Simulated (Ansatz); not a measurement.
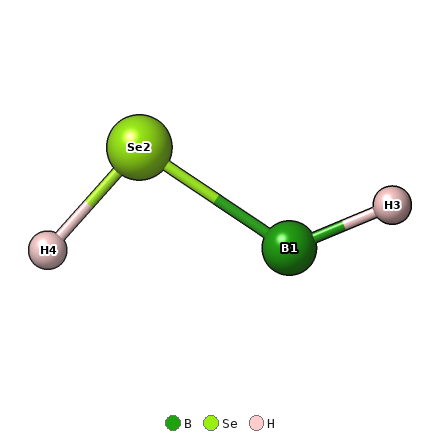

The system is BH2Se, SMILES [BH][SeH], spin multiplicity 2; the picture shows the reference structure. First axis: bond length B1–Se2. Second axis: bond length B1–H3. Nothing is relaxed (all other coordinates rigid). Grid: 15 × 15 points. Points are written as (first, second). All energies are given in kcal/mol relative to the lowest grid point. Computed with Ansatz 0.2.0, UHF/def2-TZVP.

Its coordinates:

```tsv
atom	x (Å)	y (Å)	z (Å)
B	-0.0920	-0.7952	0.2833
Se	0.3304	0.9970	-0.2110
H	0.5700	-1.4498	1.0111
H	-0.8085	1.2480	-1.0834
```

Range: bond length B1–Se2 from 1.640 to 2.669 Å; bond length B1–H3 from 1.016 to 1.654 Å.

### What will the energy surface look like?

The lowest grid point is at (1.934 Å, 1.199 Å). It is the only kind of minimum in the scanned range. The highest grid point, (2.669 Å, 1.654 Å), lies 77.1 kcal/mol above the lowest. Round the minimum the two coordinates are nearly uncoupled.

```
bond length B1–H3 ↓, bond length B1–Se2 →  1.640  1.713  1.787  1.860  1.934  2.007  2.081  2.154  2.228  2.301  2.375  2.449  2.522  2.596  2.669
                                    1.654   57.9   44.9   37.5   34.2   33.8   35.6   39.0   43.3   48.3   53.6   59.1   64.5   69.4   73.7   77.1
                                    1.609   53.4   40.4   33.0   29.7   29.4   31.2   34.5   38.9   43.9   49.3   54.8   60.3   65.2   69.5   73.0
                                    1.563   48.9   35.9   28.4   25.2   24.8   26.7   30.0   34.4   39.5   44.8   50.4   55.9   60.9   65.3   68.9
                                    1.518   44.6   31.6   24.1   20.8   20.5   22.3   25.7   30.1   35.2   40.6   46.2   51.8   56.8   61.3   64.9
                                    1.472   40.4   27.4   19.9   16.6   16.3   18.1   21.5   25.8   31.0   36.4   42.1   47.7   52.8   57.3   61.0
                                    1.426   36.5   23.5   15.9   12.6   12.3   14.1   17.5   21.9   27.0   32.4   38.2   43.8   49.0   53.6   57.4
                                    1.381   33.0   19.9   12.4    9.0    8.7   10.5   13.9   18.3   23.4   28.9   34.6   40.3   45.6   50.3   54.1
                                    1.335   29.8   16.7    9.2    5.8    5.5    7.3   10.7   15.1   20.2   25.7   31.5   37.2   42.5   47.3   51.2
                                    1.290   27.2   14.1    6.6    3.2    2.9    4.7    8.1   12.5   17.6   23.1   28.9   34.7   40.1   44.9   48.9
                                    1.244   25.3   12.2    4.7    1.3    1.0    2.8    6.2   10.6   15.7   21.2   27.0   32.8   38.3   43.2   47.3
                                    1.199   24.4   11.3    3.7    0.4    0.0    1.8    5.2    9.6   14.7   20.3   26.1   31.9   37.4   42.5   46.6
                                    1.153   24.6   11.5    3.9    0.5    0.2    2.0    5.4    9.8   14.9   20.5   26.3   32.2   37.7   42.8   47.1
                                    1.107   26.2   13.1    5.5    2.2    1.8    3.6    7.0   11.4   16.6   22.1   28.0   33.9   39.5   44.7   49.0
                                    1.062   29.6   16.5    8.9    5.6    5.2    7.0   10.4   14.8   20.0   25.5   31.4   37.3   43.0   48.2   52.7
                                    1.016   35.2   22.2   14.6   11.3   10.9   12.7   16.1   20.6   25.7   31.3   37.2   43.1   48.9   54.2   58.7
```

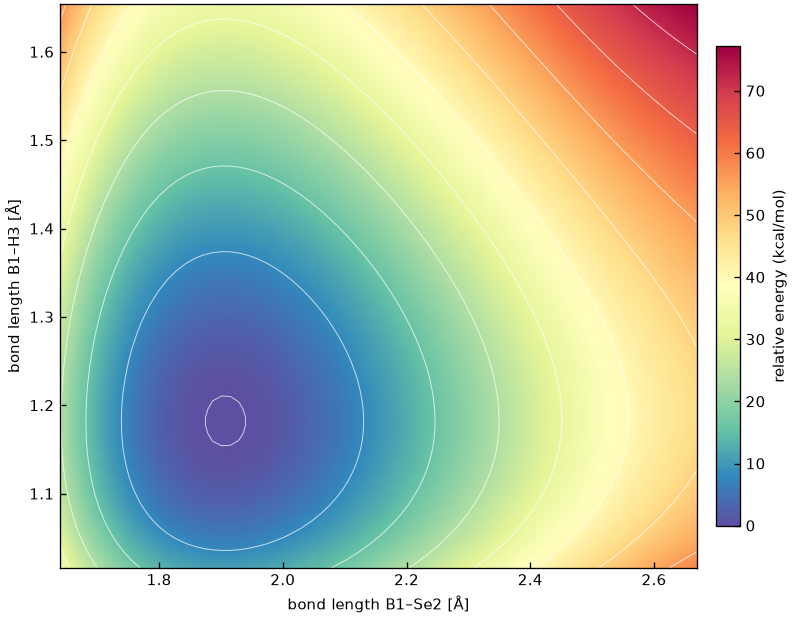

Drawn: a smooth colour map with a few white contour lines. Between grid points the surface is interpolated.

Each point was launched as `ansatz run input.yaml --threads 1 --pin off --max-ram 2560MiB --backend cpu --events-out ev --progress --plain --runs-dir out`. Time for the 225 points that were run: 8.9 min on 1 thread of Arm Neoverse V2 (shared host).
